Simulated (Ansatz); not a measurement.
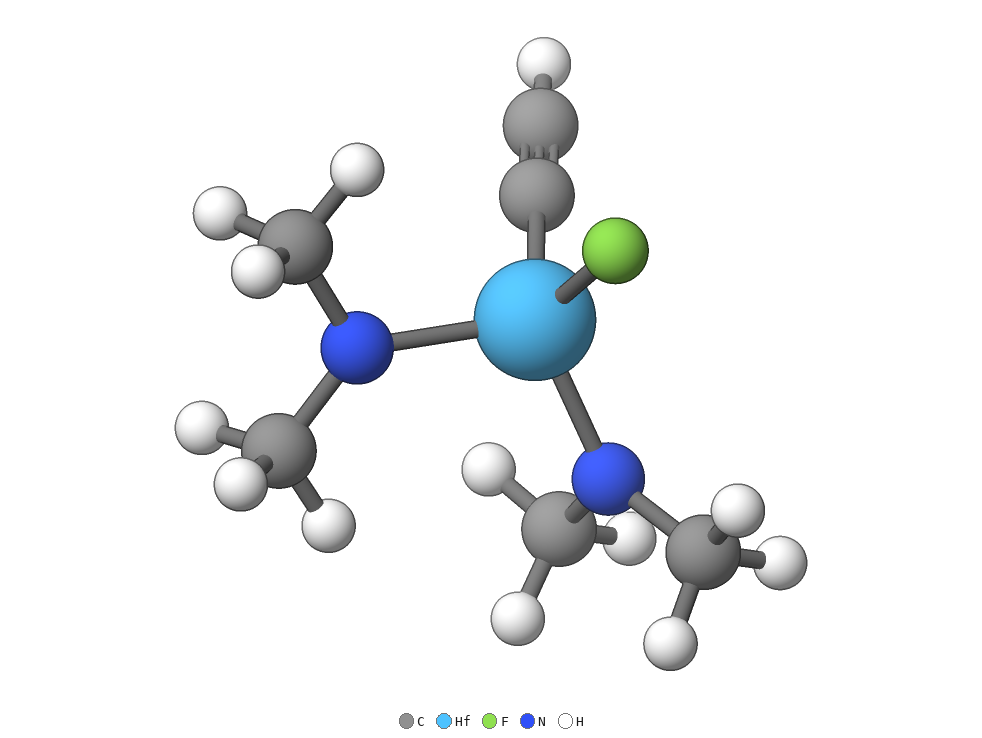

The picture shows the input geometry.

The calculation was set up as follows.

```yaml
crystal:
  periodic: [false, false, false]
  atoms:
    - {symbol: C, position_ang: [1.275372, -3.529693, -0.340953]}
    - {symbol: C, position_ang: [1.045751, -2.346105, -0.495943]}
    - {symbol: Hf, position_ang: [0.682909, -0.189343, -0.813001]}
    - {symbol: F, position_ang: [1.518923, 0.454094, -2.420092]}
    - {symbol: N, position_ang: [-1.325084, -0.010349, -0.941690]}
    - {symbol: C, position_ang: [-1.905324, -0.485513, -2.178468]}
    - {symbol: C, position_ang: [-2.308946, 0.517901, -0.034082]}
    - {symbol: N, position_ang: [1.296693, 0.791353, 0.836440]}
    - {symbol: C, position_ang: [0.799998, 0.262980, 2.087045]}
    - {symbol: C, position_ang: [2.166979, 1.927008, 1.000785]}
    - {symbol: H, position_ang: [1.476761, -4.568659, -0.205966]}
    - {symbol: H, position_ang: [-1.133511, -0.872801, -2.856399]}
    - {symbol: H, position_ang: [-2.434408, 0.314214, -2.715350]}
    - {symbol: H, position_ang: [-2.615448, -1.305094, -2.003373]}
    - {symbol: H, position_ang: [-3.051217, -0.244262, 0.243181]}
    - {symbol: H, position_ang: [-2.857187, 1.360900, -0.479018]}
    - {symbol: H, position_ang: [-1.837270, 0.877069, 0.883000]}
    - {symbol: H, position_ang: [0.161319, -0.614284, 1.917932]}
    - {symbol: H, position_ang: [0.203682, 1.005541, 2.636166]}
    - {symbol: H, position_ang: [1.618096, -0.066446, 2.741382]}
    - {symbol: H, position_ang: [3.048284, 1.674440, 1.606646]}
    - {symbol: H, position_ang: [2.520918, 2.286908, 0.031517]}
    - {symbol: H, position_ang: [1.652691, 2.760132, 1.500240]}
basis:
  gaussian: {orbitals: def2-mTZVPP, final_grid: {core_spheres: 5, valence_spheres: 4, degree: 11}}
magnetization: {spin_polarized: false, initial_magnetization: 2}
hamiltonian: {xc: {name: LC-wPBE}, pseudopotentials: {relativity: scalar}}
output: {forces: true}
```

It was started with:

```sh
ansatz run in.yaml --threads 4 --pin off --events-out ev --progress --plain --max-ram 46080MiB --backend cuda --devices 0, --max-vram 37GiB
```

Output:

```
Functional definition: LC-wPBE
  name "LC-wPBE"
  cite "Vydrov & Scuseria, J. Chem. Phys. 125, 234109 (2006) doi:10.1063/1.2409292"
  cite "Heyd & Scuseria, J. Chem. Phys. 120, 7274 (2004) doi:10.1063/1.1668634"
  cite "Ernzerhof & Perdew, J. Chem. Phys. 109, 3313 (1998) doi:10.1063/1.476928"
  cite "Perdew, Burke & Ernzerhof, Phys. Rev. Lett. 77, 3865 (1996) doi:10.1103/PhysRevLett.77.3865"
  parent pbe
  parameter omega = 0.4/bohr
  exchange = pbe_x_sr(omega) + exact_x_lr(omega)
  correlation = pbe_c
2646 factors; their error is unknown
908 factors; integrals over basis functions are off by at most 2.2e-5 eV
mean field evaluation 1: about -13423.2671 eV, gradient 7.8e1 eV
mean field evaluation 2: about -13414.7748 eV, gradient 9.4e1 eV
mean field evaluation 4: about -13436.8302 eV, gradient 1.3e1 eV
mean field evaluation 8: about -13437.8429 eV, gradient 4.4e0 eV
mean field evaluation 16: about -13438.1448 eV, gradient 7.0e-1 eV
mean field evaluation 32: about -13438.0997 eV, gradient 8.4e-4 eV
mean field evaluation 64: about -13424.7020 eV, gradient 8.0e1 eV
mean field evaluation 96: about -13437.9662 eV, gradient 5.8e-1 eV
mean field -13438.09974207 eV, -493.8410568498 hartree, gradient 1.3e-5 eV, S^2 2.000000; 8 other end points of the search recorded, 0 dependent functions left out
the calculation of the forces begins
reference -13438.09974208 eV, -493.8410568501 hartree; 43, 41 occupied and 244, 246 virtual orbitals, 2646 factors
Total energy: -13438.09974208 eV, -493.8410568501 hartree
Relativity: scalar
Atom 0 at     1.275372    -3.529693    -0.340953 Å, force     0.038426    -0.215343     0.023387 eV/Å
Atom 1 at     1.045751    -2.346105    -0.495943 Å, force    -0.329855     0.248368    -0.070032 eV/Å
Atom 2 at     0.682909    -0.189343    -0.813001 Å, force     6.323729    -0.852248     0.716235 eV/Å
Atom 3 at     1.518923     0.454094    -2.420092 Å, force    -0.153451     0.182891    -1.031385 eV/Å
Atom 4 at    -1.325084    -0.010349    -0.941690 Å, force    -6.410353     0.673603    -0.775330 eV/Å
Atom 5 at    -1.905324    -0.485513    -2.178468 Å, force     0.231102    -0.279382    -0.282313 eV/Å
Atom 6 at    -2.308946     0.517901    -0.034082 Å, force     0.124187     0.188911     0.274483 eV/Å
Atom 7 at     1.296693     0.791353     0.836440 Å, force    -0.287053     0.073708     0.596453 eV/Å
Atom 8 at     0.799998     0.262980     2.087045 Å, force     0.171817     0.150753     0.096816 eV/Å
Atom 9 at     2.166979     1.927008     1.000785 Å, force     0.003526    -0.073962     0.137873 eV/Å
Atom 10 at     1.476761    -4.568659    -0.205966 Å, force     0.024503     0.007643    -0.002555 eV/Å
Atom 11 at    -1.133511    -0.872801    -2.856399 Å, force    -0.038663     0.045043     0.191534 eV/Å
Atom 12 at    -2.434408     0.314214    -2.715350 Å, force     0.040922     0.036769     0.285082 eV/Å
Atom 13 at    -2.615448    -1.305094    -2.003373 Å, force     0.037901     0.092547     0.180344 eV/Å
Atom 14 at    -3.051217    -0.244262     0.243181 Å, force     0.113748    -0.040866    -0.159954 eV/Å
Atom 15 at    -2.857187     1.360900    -0.479018 Å, force     0.096720    -0.169056    -0.164881 eV/Å
Atom 16 at    -1.837270     0.877069     0.883000 Å, force     0.113884    -0.067503    -0.102968 eV/Å
Atom 17 at     0.161319    -0.614284     1.917932 Å, force     0.016963    -0.041058    -0.002974 eV/Å
Atom 18 at     0.203682     1.005541     2.636166 Å, force    -0.042601     0.029944     0.093004 eV/Å
Atom 19 at     1.618096    -0.066446     2.741382 Å, force    -0.081718    -0.040963    -0.003322 eV/Å
Atom 20 at     3.048284     1.674440     1.606646 Å, force    -0.040353     0.009177    -0.009285 eV/Å
Atom 21 at     2.520918     2.286908     0.031517 Å, force     0.008510    -0.019632    -0.002741 eV/Å
Atom 22 at     1.652691     2.760132     1.500240 Å, force     0.038110     0.060655     0.012528 eV/Å
Dipole moment:    -1.633408     0.754653     0.098372 e Å
```

The run converged.

The spin state was imposed, and no run here compares it with a lower spin, which may lie lower.
